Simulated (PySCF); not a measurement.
Input file:

```
{"job": {"kind": "sp", "xc": "wB97X", "basis": "def2-TZVP", "d3": "d3bj", "grid": 2}, "charge": 0, "multiplicity": 1}
C      1.964733    -0.104413    -0.082987
C      0.756322    -0.040172     0.043298
Si    -1.064974     0.059310     0.232640
H      3.033323    -0.160945    -0.194497
H     -1.668501     0.580176    -1.028227
H     -1.609997    -1.299058     0.520918
H     -1.398446     0.978109     1.359570
```

Launched as:

```sh
OMP_NUM_THREADS=1 python redox_run.py task.json out
```

Geometry: PBE0-D3(BJ)/def2-SVP.

All numbers below come from DFT single point, gas phase, functional wB97X in PySCF.

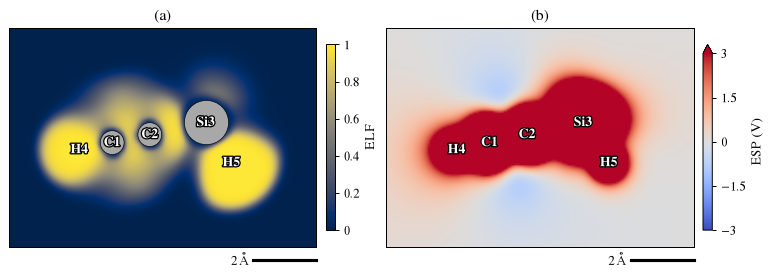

C2H4Si. (a) electron localisation function; (b) molecular electrostatic potential on the plane of atoms C2, Si3 and H5. Grey discs cover the atomic cores in the ELF map.

Interpret the plot.

- Atoms in the plane: C, Si and H.
- C–C (1.22 Å): the ELF peaks at about 0.85 between the atoms: a multiple bond.
- C–Si (1.83 Å): the ELF peaks at about 0.95 between the atoms: a shared electron pair.
- C–H (1.08 Å): the ELF climbs to about 1 towards the hydrogen, as it does in any bond to H (an ordinary covalent bond to hydrogen).
- Si–H (1.49 Å): the ELF climbs to about 1 towards the hydrogen.
- Outside the dense part of the molecule the potential is most negative (−0.8 V) near C2.
